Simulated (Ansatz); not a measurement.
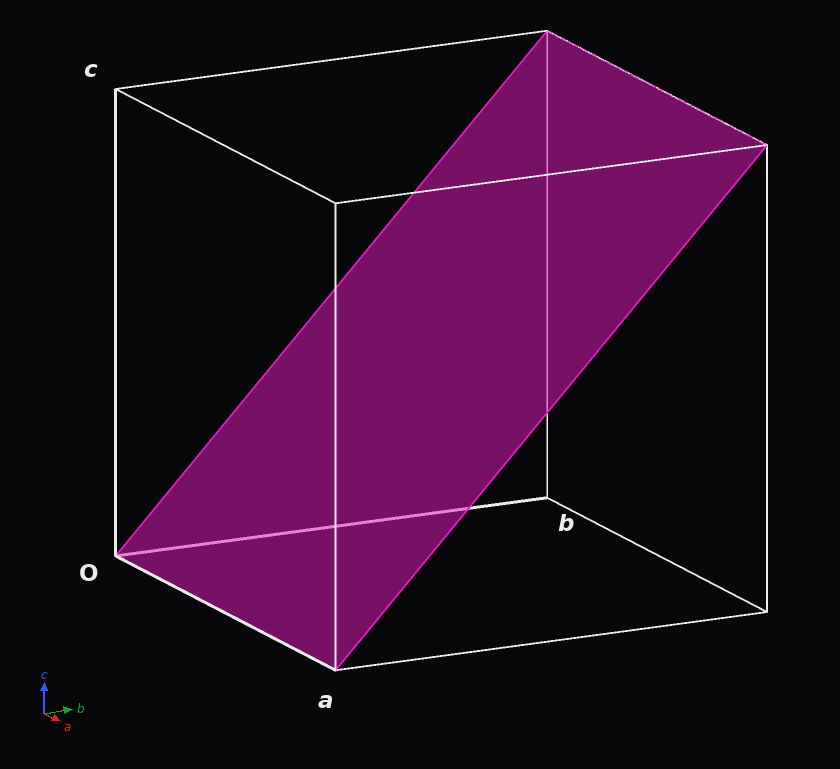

For HRh2, the input geometry of an electronic-structure calculation (not necessarily at equilibrium); the starting structure was generated, so it need not be a known form of this composition: every member of one family of equally spaced planes, hx + ky + lz = a whole number, that cuts the unit cell is shaded (one member passes through the origin O). Geometry calculated from the standardised cell; symmetry tolerance 0.002 Å.

a = 5.153 Å, b = 5.153 Å, c = 5.153 Å, α = 90.00°, β = 90.00°, γ = 90.00°.

### Which (hkl) family is drawn?

(0 1 −1); the opposite sign names the same planes. The member next to the origin meets the axes a never, b at 1, c at −1.

### What is the spacing?

d = 3.644 Å.

### The space group is Fm-3m, No. 225. How many reflections hkl are equivalent to this one (itself included), and does it occur?

12 reflections are equivalent in the Laue class m-3m. The reflection is systematically absent, by the centring.
